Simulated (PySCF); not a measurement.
# RuO₄: structure of the singlet

Aim: relax RuO₄ as a singlet from a see-saw start, check by its vibrations whether the end is a minimum, and collect its spectrum and constants.

Computed with PySCF 2.14.0. Level: PBE0, basis Ru def2-SVP with ECP28, O def2-SVP, scalar-relativistic core potentials, no spin–orbit coupling, density fitting.

**1. Where the work starts**

5 atoms, charge 0, spin multiplicity 1.

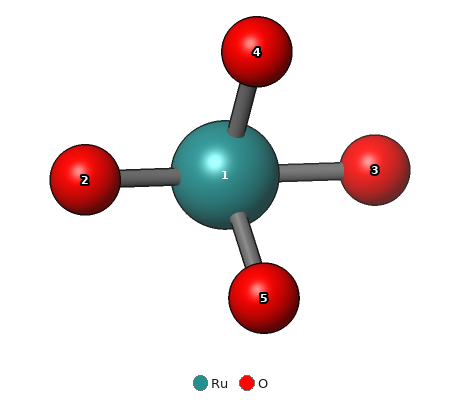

The starting geometry (ruthenium teal, oxygen red); atoms are numbered from 1 in the order of the file.

Coordinates in bohr (charge 0 multiplicity 1):
```
Ru    0.0000    0.0000   -0.4380
O     0.0000    3.2191   -0.1564
O     0.0000   -3.2191   -0.1564
O     2.5464    0.0000    1.5515
O    -2.5464    0.0000    1.5515
```

**2. See-saw start, singlet: relaxation**

The steps below are one call of a driver around PySCF. For each, scf.py gives the equivalent set-up of the SCF; relaxations use the driver's own optimiser. Before each start the driver seeks the lowest SCF state from one or more starting densities and follows internal instabilities, so scf.py alone need not reach the same state.

The program finds C2v symmetry in the start, which this walk keeps. Threshold on the gradient: 0.0003 Eh/bohr, with a further test on the energy change.

File scf.py:

```python
from pyscf import gto, scf, dft
mol = gto.M(atom='''
Ru     0.000000     0.000000    -0.231761
O      0.000000     1.703500    -0.082761
O     -0.000000    -1.703500    -0.082761
O      1.347500    -0.000000     0.821039
O     -1.347500     0.000000     0.821039''',
    basis={'Ru': 'def2-SVP', 'O': 'def2-SVP'},
    ecp={'Ru': 'def2-SVP'},
    charge=0, spin=0)
mf = dft.RKS(mol, xc='PBE0')
mf.grids.atom_grid = (50, 194)
aux = {'Ru': 'def2-universal-JKFIT', 'O': 'def2-universal-JKFIT'}
mf = mf.density_fit(auxbasis=aux)
mf.kernel()
```

Further steps of the session: Vibrations and properties at this point.

Q: Predict the outcome of this session. Wanted: minimum; geometry; wavenumbers; dipole moment; highest occupied, lowest empty level; polar-tensor charge of Ru1; zero-point energy; atomisation energy.

**Answer**, as computed:

| quantity | value |
| --- | --- |
| minimum | singlet, Td |
| geometry | Ru–O 1.664 Å (×4); O–Ru–O 109.5° (×6) |
| wavenumbers (cm⁻¹) | 351 (e), 374 (t2), 1007 (a1), 1023 (t2) |
| dipole moment | 0.00 D |
| highest occupied, lowest empty level | -10.49, -5.07 eV |
| polar-tensor charge of Ru1 | +2.02 e |
| zero-point energy | 35.3 kJ/mol |
| entropy at 298.15 K | 284.5 J/(mol K) |
| atomisation energy (no zero-point energy) | 1717 kJ/mol |

What this shows: From C2v at the start the molecule goes to a Td minimum. The strongest infrared band lies at 1023 cm⁻¹ (t2, stretch). The dipole vanishes although Ru1 carries +2.0 e by the polar tensor: the bond dipoles cancel. Only this shape and spin were tried, so other structures or states may lie lower.
